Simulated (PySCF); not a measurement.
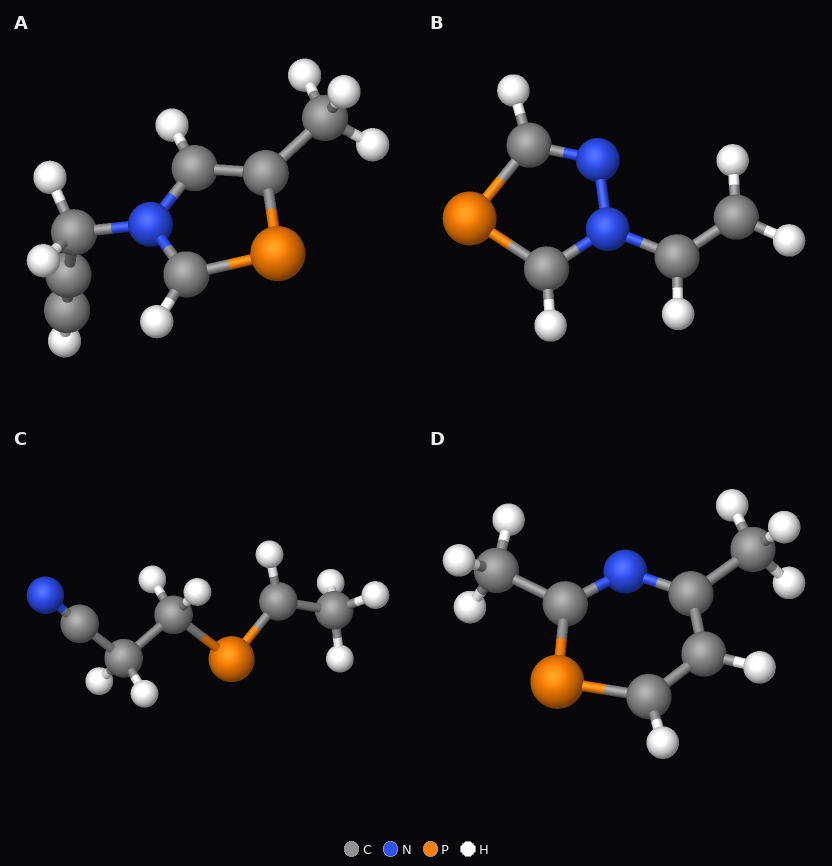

The picture comes from a calculation with PySCF.

**Match each picture to its SMILES.**
(1) Cc1ccpc(C)n1
(2) C#CCn1cpc(C)c1
(3) C/C=P/CCC#N
(4) C=Cn1cpcn1

A is (2), B is (4), C is (3), D is (1).
